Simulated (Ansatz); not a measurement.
## Tc of Zn2W in the AlB2 type from its phonons

Aim: the phonon-mediated transition temperature of Zn2W in the AlB2 type at ambient pressure, over a range of μ*. The cell shown first is a relaxed one, from steps not shown here.

Calculated with Ansatz 0.2.0; DFT PBE, scalar-relativistic, plane waves, PAW; PAW set soft_1.

The structure was built from a prototype and need not be the compound's stable phase.

## Step 1: The cell after earlier relaxation steps

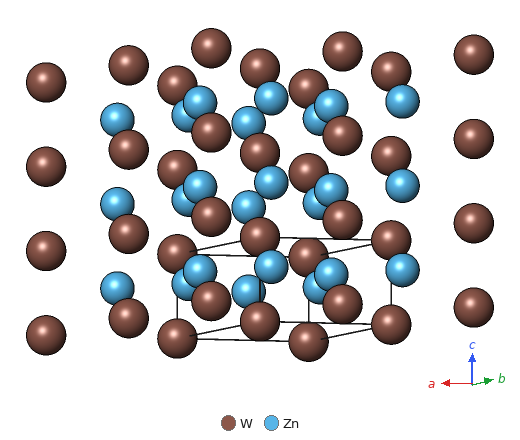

The starting structure, seen from a free direction (tungsten brown, zinc blue). 2×2×3 cells are drawn. Some periodic images of atoms are drawn too.

As a file:

```cif
data_structure
_symmetry_space_group_name_H-M 'P6/mmm'
_symmetry_Int_Tables_number 191
_cell_length_a 4.2900
_cell_length_b 4.2900
_cell_length_c 2.7628
_cell_angle_alpha 90.000
_cell_angle_beta 90.000
_cell_angle_gamma 120.000
_cell_volume 44.04
loop_
_atom_site_label
_atom_site_type_symbol
_atom_site_symmetry_multiplicity
_atom_site_Wyckoff_symbol
_atom_site_fract_x
_atom_site_fract_y
_atom_site_fract_z
_atom_site_occupancy
W1 W 1 a 0.00000 0.00000 0.00000 1
Zn1 Zn 2 d 0.33333 0.66667 0.50000 1
```

## Step 2: Resistivity: q 3×3×3, k 6×6×9, scattering 8×8×12

The run that gives the couplings also evaluates McMillan's and Allen and Dynes's formulas and, where asked, the Eliashberg equations, over a range of μ*.

Input file input.yaml:

```yaml
crystal:
  lattice:
    - [4.2899918283, 3.3478e-06, 0.0]
    - [-2.1449988135, 3.7152402314, 0.0]
    - [0.0, 0.0, 2.7628422975]
  atoms:
    - { symbol: W, position: [0.0, 0.0, 0.0] }
    - { symbol: Zn, position: [0.3333333333, 0.6666666667, 0.5] }
    - { symbol: Zn, position: [0.6666666667, 0.3333333333, 0.5] }
kpoints:
  mp_grid: { grid: [6, 6, 9] }
hamiltonian:
  xc: pbe
  pseudopotentials: { kind: paw, azcp: { folder: soft_1 } }
scf:
  occupations: { method: methfessel_paxton, width: 0.2 }
output:
  eigenvalues: true
phonons:
  method: dfpt
  qmesh: [3, 3, 3]
  temperatures: { t_max: 1000, t_step: 50 }
  qpath:
    path:
      - [[0.0, 0.0, 0.0], [0.5, 0.0, 0.0], [0.33333333, 0.33333333, 0.0], [0.0, 0.0, 0.0], [0.0, 0.0, 0.5], [0.5, 0.0, 0.5], [0.33333333, 0.33333333, 0.5], [0.0, 0.0, 0.5]]
      - [[0.5, 0.0, 0.5], [0.5, 0.0, 0.0]]
      - [[0.33333333, 0.33333333, 0.5], [0.33333333, 0.33333333, 0.0]]
    npoints: 10
  electrical_resistivity:
    mesh: [8, 8, 12]
    temperatures: [20.0, 50.0, 77.0, 100.0, 150.0, 200.0, 300.0, 400.0, 600.0, 800.0]
  superconductivity: { mesh: [8, 8, 12] }
```

Started as:

```console
> ansatz run input.yaml --threads 4 --pin off --max-ram 12288MiB --backend cpu --events-out ev --progress --plain --runs-dir out
```

Numbers of over 12 decimals in the logs are rounded to 6 here.

The log of the run:

```text
Warning: phonons: the dynamical matrix that this run interpolates holds no multipole term above the dipole-dipole one, and a site of this crystal is no centre of inversion, so its interpolated transverse optical and acoustic branches and sound speeds can stay off near Gamma, and the density of states and the thermodynamics with them. What a run solves at a wave vector of phonons.qpoints, Gamma apart, where the deck admits one, is free of this, and under fd what a larger phonons.supercell samples
Engine: ansatz 0.2.0, x86_64-unknown-linux-gnu
Pseudopotentials: kind: paw
Pseudopotential: W, paw, valence charge 14, recommended cutoff 420 eV (normal), soft_1/W.paw.azcp
Pseudopotential: Zn, paw, valence charge 12, recommended cutoff 420 eV (normal), soft_1/Zn.paw.azcp
Functional definition: PBE
  parameter kappa = 0.804
  parameter beta = 0.066725
  exchange = pbe_x(kappa = kappa, mu = beta*pi^2/3)
  correlation = pbe_c(beta = beta)
Crystal: 3 atoms, lattice volume = 44.035 Å³
Basis set: ecut = 420 eV, 879 PW (Γ), exchange–correlation on 60×60×40 points (8 copies of the dense FFT grid, shifted against one another)
Bands: 23, of which v1, the nominal top of the filled ones, is band 19 counted from 1 (18 counted from 0)
Symmetry: 24 space group operations
k-points: 35 of 324
Non-local potential: W, projectors of the file, l = 0: 3, l = 1: 2, l = 2: 2, l = 3: 1
Non-local potential: Zn, projectors of the file, l = 0: 2, l = 1: 2, l = 2: 3, l = 3: 1
PAW form: soft (Blöchl's): semilocal exchange-correlation on the pseudo side does not see the compensation charge
PAW one-centre angular grid: W, 590 points (default); XC on 64 Gauss nodes
PAW one-centre angular grid: Zn, 590 points (default); XC on 64 Gauss nodes
Initial density: superposition of atomic densities (chi_scale 0.1, normalization cell, long waves kept (reshape's long-wave potential 0.00 eV rms))
Initial wavefunctions: pseudopotential atomic-orbital guess
Functional: x = pbe(κ = 0.804, μ = 0.219515), c = pbe(β = 0.066725)
SCF iter   1: F=—  HF=-17023.639695 eV  |F-HF|=—  |Δ(HF+E_count)|=         —  Δρ=6.40e-2  dr2=2.66e0  ethr=3.10e-3  ⟨swp⟩=5.4  Hψ=3836  notcnv=0
preconditioner: auto → none  [metal: Δε(μ)=0.089 eV  Ē_g=9.222 eV  σ=0.200 eV  W_gap=0.37  n_scr=8 (ndim 8)  ℏωp=30.6 eV  f_vac=0.000  D(μ)=1.70/eV (n_scr^D=8)  sad-step TF]
SCF iter   2: F=—  HF=-17023.037597 eV  |F-HF|=—  |Δ(HF+E_count)|=   6.02e-1  S|Δr|=    0.00e0  Δρ=3.12e-2  dr2=5.44e-1  ethr=3.10e-3  ⟨swp⟩=2.0  Hψ=1289  notcnv=0  defer=3
SCF iter   3: F=—  HF=-17022.887566 eV  |F-HF|=—  |Δ(HF+E_count)|=   1.50e-1  S|Δr|=    0.00e0  Δρ=4.34e-3  dr2=5.57e-3  ethr=1.43e-3  ⟨swp⟩=2.0  Hψ=1521  notcnv=0  defer=3
SCF iter   4: F=—  HF=-17022.887833 eV  |F-HF|=—  |Δ(HF+E_count)|=   2.66e-4  S|Δr|=    0.00e0  Δρ=2.03e-3  dr2=1.35e-3  ethr=1.47e-5  ⟨swp⟩=2.1  Hψ=1563  notcnv=0  defer=3
SCF iter   5: F=—  HF=-17022.887633 eV  |F-HF|=—  |Δ(HF+E_count)|=   2.00e-4  S|Δr|=    0.00e0  Δρ=1.02e-3  dr2=2.32e-4  ethr=3.56e-6  ⟨swp⟩=2.0  Hψ=1377  notcnv=0  defer=3
SCF iter   6: F=—  HF=-17022.887538 eV  |F-HF|=—  |Δ(HF+E_count)|=   9.42e-5  S|Δr|=    0.00e0  Δρ=1.47e-4  dr2=5.19e-6  ethr=6.11e-7  ⟨swp⟩=2.0  Hψ=1200  notcnv=0  defer=3
SCF iter   7: F=—  HF=-17022.887531 eV  |F-HF|=—  |Δ(HF+E_count)|=   7.79e-6  S|Δr|=    0.00e0  Δρ=1.58e-5  dr2=8.90e-8  ethr=1.36e-8  ⟨swp⟩=2.0  Hψ=1328  notcnv=0  defer=3
SCF iter   8: F=—  HF=-17022.887535 eV  |F-HF|=—  |Δ(HF+E_count)|=   4.39e-6  S|Δr|=    0.00e0  Δρ=2.32e-6  dr2=5.63e-10  ethr=2.34e-10  ⟨swp⟩=2.7  Hψ=1286  notcnv=0  defer=3
SCF iter   9: F=—  HF=-17022.887535 eV  |F-HF|=—  |Δ(HF+E_count)|=  4.18e-10  S|Δr|=    0.00e0  Δρ=1.86e-7  dr2=1.35e-11  ethr=1.48e-12  ⟨swp⟩=2.1  Hψ=1275  notcnv=0  defer=3
SCF iter  10: F=-17022.887535 eV  HF=-17022.887535 eV  |F-HF|=3.64e-12  |Δ(HF+E_count)|=    0.00e0  S|Δr|=    0.00e0  Δρ=1.27e-8  dr2=1.71e-14  ethr=1.00e-12  ⟨swp⟩=6.3  Hψ=3812  notcnv=0
SCF 1 converged in 10 iterations: F = -17022.887535 eV  dr2 = 1.71e-14
  greatest PAW one-centre occupation: 0.999 electrons in one spin orbital (limit 2), on the W atom at site 0 (counted from 0), in its partial waves of l = 0
Initial density: read from a saved state, or passed on in memory by an earlier SCF of this step, an earlier step, the calling program or the single point that the run made first
[...]
eigensolver tolerance schedule: the retry pair's looser diagonalisation over-reported the residual by 204433.37 of it (diagonalisation noise at an unbounded share of the residual, at the tolerance the schedule requests for it); recorded, not acted on — ethr = c·dr2/N_el stays at c = 1.0e-1
preconditioner: auto → none  [metal: Δε(μ)=0.061 eV  Ē_g=8.688 eV  σ=0.200 eV  W_gap=0.25  n_scr=8 (ndim 8)  ℏωp=30.6 eV  f_vac=0.000  D(μ)=2.24/eV (n_scr^D=26)]
[...]
SCF 2 converged in 4 iterations: F = -17022.887535 eV  dr2 = 8.39e-12
phonons: the bands overlap, so this run is a metal and interpolates without the dipole-dipole term. If the crystal is really an insulator or semiconductor, its LO-TO splitting is missing
NSCF: frozen V_eff on 35 k-points
NSCF: frozen V_eff on 100 k-points
DFPT response loops at q = (0, 0, 0) (fractional): preconditioner auto → Kerker (q_TF=auto, 2.662 Å⁻¹) (partly filled bands, converged f_vac=0.000); β = 1.00, the filter's whole step (`scf.mixing.beta` (0.50) is not read by the response loops under this deck's `scf.mixing.preconditioner`; to damp them name `kerker` or `kerker_dos`, under which they read `scf.mixing.beta`, and type it under 1.00, their step now; both keys bind the ground state too); Broyden in place of MSR1
NSCF: frozen V_eff on 360 k-points
DFPT response loops at q = (0, 0, 0.333333) (fractional): mixed as the last ones told, above
NSCF: frozen V_eff on 360 k-points
DFPT response loops at q = (0, 0.333333, 0) (fractional): mixed as the last ones told, above
NSCF: frozen V_eff on 648 k-points
DFPT response loops at q = (0, 0.333333, 0.333333) (fractional): mixed as the last ones told, above
NSCF: frozen V_eff on 360 k-points
DFPT response loops at q = (0.333333, 0.333333, 0) (fractional): mixed as the last ones told, above
NSCF: frozen V_eff on 648 k-points
DFPT response loops at q = (0.333333, 0.333333, 0.333333) (fractional): mixed as the last ones told, above
SCF iter   1: F=—  HF=-17023.639695 eV  |F-HF|=—  |Δ(HF+E_count)|=         —  Δρ=6.40e-2  dr2=2.66e0  ethr=3.10e-3  ⟨swp⟩=5.4  Hψ=3836  notcnv=0
SCF iter   2: F=—  HF=-17023.037597 eV  |F-HF|=—  |Δ(HF+E_count)|=   6.02e-1  S|Δr|=    0.00e0  Δρ=3.12e-2  dr2=5.44e-1  ethr=3.10e-3  ⟨swp⟩=2.0  Hψ=1289  notcnv=0  defer=3
[...]
150.00      1.5737e1              no      1.9052e1      1.9052e1      9.1069e0        1.6983e1          1.5865e1
    200.00      2.1763e1              no      2.6336e1      2.6336e1      1.2619e1        2.3388e1          2.1959e1
    300.00      3.3623e1              no      4.0726e1      4.0726e1      1.9418e1        3.6065e1          3.3972e1
    400.00      4.5532e1              no      5.5257e1      5.5257e1      2.6082e1        4.8859e1          4.6058e1
    600.00      6.9577e1              no      8.4804e1      8.4804e1      3.9122e1        7.4862e1          7.0534e1
    800.00      9.3308e1              no      1.1418e2      1.1418e2      5.1559e1        1.0077e2          9.4792e1
  mean free path at 20 K (of a tensor a third of its trace): 1300 nm by what each carries, 821 by the Fermi surface alone
  Hall coefficient in a weak field at 20 K (a third of the trace): 4.536e-11 m³/C (how far it moves between the two finest meshes is not known); by each state's relaxation time: 3.929e-11 m³/C; by a constant relaxation time: 1.070e-11 m³/C
  mean free path at 50 K (of a tensor a third of its trace): 47.7 nm by what each carries, 38.8 by the Fermi surface alone
  Hall coefficient in a weak field at 50 K (a third of the trace): 4.961e-11 m³/C (how far it moves between the two finest meshes is not known); by each state's relaxation time: 4.232e-11 m³/C; by a constant relaxation time: 1.172e-11 m³/C
  mean free path at 77 K (of a tensor a third of its trace): 20.2 nm by what each carries, 17.5 by the Fermi surface alone
  Hall coefficient in a weak field at 77 K (a third of the trace): 3.767e-11 m³/C (how far it moves between the two finest meshes is not known); by each state's relaxation time: 3.426e-11 m³/C; by a constant relaxation time: 1.286e-11 m³/C
  mean free path at 100 K (of a tensor a third of its trace): 13.5 nm by what each carries, 11.9 by the Fermi surface alone
  Hall coefficient in a weak field at 100 K (a third of the trace): 3.479e-11 m³/C (how far it moves between the two finest meshes is not known); by each state's relaxation time: 3.230e-11 m³/C; by a constant relaxation time: 1.366e-11 m³/C
  mean free path at 150 K (of a tensor a third of its trace): 7.95 nm by what each carries, 7.15 by the Fermi surface alone
  Hall coefficient in a weak field at 150 K (a third of the trace): 3.353e-11 m³/C (how far it moves between the two finest meshes is not known); by each state's relaxation time: 3.166e-11 m³/C; by a constant relaxation time: 1.494e-11 m³/C
  mean free path at 200 K (of a tensor a third of its trace): 5.69 nm by what each carries, 5.17 by the Fermi surface alone
  Hall coefficient in a weak field at 200 K (a third of the trace): 3.385e-11 m³/C (how far it moves between the two finest meshes is not known); by each state's relaxation time: 3.210e-11 m³/C; by a constant relaxation time: 1.616e-11 m³/C
  mean free path at 300 K (of a tensor a third of its trace): 3.65 nm by what each carries, 3.35 by the Fermi surface alone
  Hall coefficient in a weak field at 300 K (a third of the trace): 3.604e-11 m³/C (how far it moves between the two finest meshes is not known); by each state's relaxation time: 3.416e-11 m³/C; by a constant relaxation time: 1.958e-11 m³/C
  mean free path at 400 K (of a tensor a third of its trace): 2.69 nm by what each carries, 2.48 by the Fermi surface alone
  Hall coefficient in a weak field at 400 K (a third of the trace): 3.964e-11 m³/C (how far it moves between the two finest meshes is not known); by each state's relaxation time: 3.748e-11 m³/C; by a constant relaxation time: 2.435e-11 m³/C
  mean free path at 600 K (of a tensor a third of its trace): 1.77 nm by what each carries, 1.63 by the Fermi surface alone
  Hall coefficient in a weak field at 600 K (a third of the trace): 4.932e-11 m³/C (how far it moves between the two finest meshes is not known); by each state's relaxation time: 4.651e-11 m³/C; by a constant relaxation time: 3.583e-11 m³/C
  mean free path at 800 K (of a tensor a third of its trace): 1.34 nm by what each carries, 1.22 by the Fermi surface alone
  Hall coefficient in a weak field at 800 K (a third of the trace): 6.037e-11 m³/C (how far it moves between the two finest meshes is not known); by each state's relaxation time: 5.682e-11 m³/C; by a constant relaxation time: 4.747e-11 m³/C
  the resistivity times a path that all electrons share, by the Fermi surface of the deck's mesh alone (a third of the trace): 1.117e-15 Ω·m²
  not converged in the mesh (λ; λ_tr; the resistivity at 20 K by 36.99 %; the resistivity at 50 K by 40.77 %; the resistivity at 77 K by 40.36 %; the resistivity at 100 K by 39.83 %; the resistivity at 150 K by 39.05 %; the resistivity at 200 K by 38.59 %; the resistivity at 300 K by 37.98 %; the resistivity at 400 K by 37.54 %; the resistivity at 600 K by 36.59 %; the resistivity at 800 K by 35.15 %): between neighb [...]
  vibrations of 27 cells: unjudged by the run; compare a larger repeat
  the changes of the potential over all sites missed a rigid shift's by 0.00 % (the site terms' by 0.00 %)
  at the force constants' own smearing the fine mesh and the k-points of their solves give squared frequencies that differ by 18.2 % of the larger at the most, at (0.3333, 0.3333, 0.3333)
--- Superconductivity: potentials and phonons of a 3×3×3 supercell ---
           mesh         λ    ħω_log (meV)  μ* declared at (meV)
         8×8×12    0.5315          11.286               13.457
          4×4×6    0.4654          11.504               13.722
  λ by the species' shares of the modes' patterns: W 0.3166, Zn 0.2148
  with the Fermi level up to 31.5 meV (the hardest mode) off, states and modes as they are: density of states 1.1600 to 1.2023 /eV of one spin and cell, λ 0.5169 to 0.5446
  transition temperature on the deck's mesh (K), isotropic and anisotropic, restricted to the Fermi surface (FSR) and over the full bandwidth (FBW), and the last with the density of states resolved in a narrower window:
        μ*   McMillan   Allen–Dynes      iso. FSR      iso. FBW    aniso. FSR    aniso. FBW  narrow window
      0.08      2.575         2.645         2.458         2.462         2.882         2.880          2.882
      0.10      2.005         2.055         1.865         1.869         2.275         2.273          2.274
      0.12      1.507         1.541         1.368         1.372         1.755         1.755          1.754
      0.13      1.286         1.313         1.154         1.158         1.527         1.528          1.527
      0.14      1.084         1.106         0.962         0.968         1.319         1.321          1.319
      0.16      0.738         0.752         0.644         0.651         0.963         0.968          0.965
      0.20      0.271         0.276         0.237         0.243         0.465         0.472          0.467
  isotope coefficients −∂ln Tc/∂ln M under μ* = 0.13, the force constants as they are, of the isotropic transitions restricted to the Fermi surface and over the full bandwidth: W 0.272 and 0.272, Zn 0.080 and 0.080
  gaps at the Fermi level over the full bandwidth under μ* = 0.1, 0.568 K: 0.145 to 0.634 meV
  gaps at the Fermi level over the full bandwidth under μ* = 0.13, 0.382 K: 0.080 to 0.438 meV
  gaps at the Fermi level over the full bandwidth under μ* = 0.16, 0.242 K: 0.038 to 0.285 meV
  not converged in the mesh (λ, the transition temperature): between neighbouring meshes, the two finest first, λ moves by 12.42 % and the anisotropic transition temperature over the full bandwidth at μ* = 0.13 by 32.46 %; converged means that the two finest part by at most 2.00 % and 5.00 %
  vibrations of 27 cells: unjudged by the run; compare a larger repeat
  the changes of the potential over all sites missed a rigid shift's by 0.00 % (the site terms' by 0.00 %)
  at the force constants' own smearing the fine mesh and the k-points of their solves give squared frequencies that differ by 18.2 % of the larger at the most, at (0.3333, 0.3333, 0.3333)
[key lines of the parts left out:]
SCF converged after 10 iterations
Free energy (F): -17022.887535 eV
Fermi energy:    15.367074 eV
```

Wall time 11 min (4 threads of Intel Xeon Platinum 8259CL at 2.50GHz (Skylake/Cascade Lake), shared host); peak memory 5.9 GiB; 44 min of CPU time.

This step gave:

```yaml
volume_per_atom: 14.68 Å³/atom
metallic_on_mesh: yes
gap_on_the_k_mesh: 0 eV
zero_point_energy: 0.08081 eV/cell
share_of_imaginary_modes_in_the_plain_interpolation_between_solved_wavevectors: 0
highest_frequency_solved_or_plainly_interpolated: 253.1 cm⁻¹
debye_temperature_second_moment: 289 K
resistivity_at_300_k: 33.62 μΩ cm, mean of the axes
coupling_constant_lambda: 0.5315
density_of_states_at_the_fermi_level: 1.167 states/eV a spin and cell
log_mean_phonon_energy_omega_log: 11.29 meV
transport_coupling_constant_lambda_tr: 0.5741, 0.5741, 0.6198 (xx, yy, zz)
drude_plasma_energy: 3.913, 3.913, 5.856 eV (xx, yy, zz)
resistivity_times_mean_free_path: 13.38, 13.38, 6.744 × 10⁻¹⁶ Ω m² (xx, yy, zz)
second_moment_phonon_energy_omega: 13.46 meV
```

Transition temperatures:

```csv
μ*,McMillan Tc (K),Allen–Dynes Tc (K),isotropic Fermi-surface Tc (K),isotropic full bandwidth Tc (K),anisotropic Fermi-surface Tc (K),anisotropic full bandwidth Tc (K),anisotropic narrow window Tc (K)
0.08,2.58,2.64,2.46,2.46,2.88,2.88,2.88
0.1,2.01,2.05,1.87,1.87,2.28,2.27,2.27
0.12,1.51,1.54,1.37,1.37,1.76,1.76,1.75
0.13,1.29,1.31,1.15,1.16,1.53,1.53,1.53
0.14,1.08,1.11,0.962,0.968,1.32,1.32,1.32
0.16,0.738,0.752,0.644,0.651,0.963,0.968,0.965
0.2,0.271,0.276,0.237,0.243,0.465,0.472,0.467
```

(Continued in part 2 of 2.)

[Logs are printed without paths, hosts, clocks, repeated set-up lines and the standing remarks that a program may print on its own settings, such as how far it seeks lower states.]

[Hosts, paths, dates, database ids (printed as entryN), source tags and the programs' standing remarks are cut or masked in the printed files.]
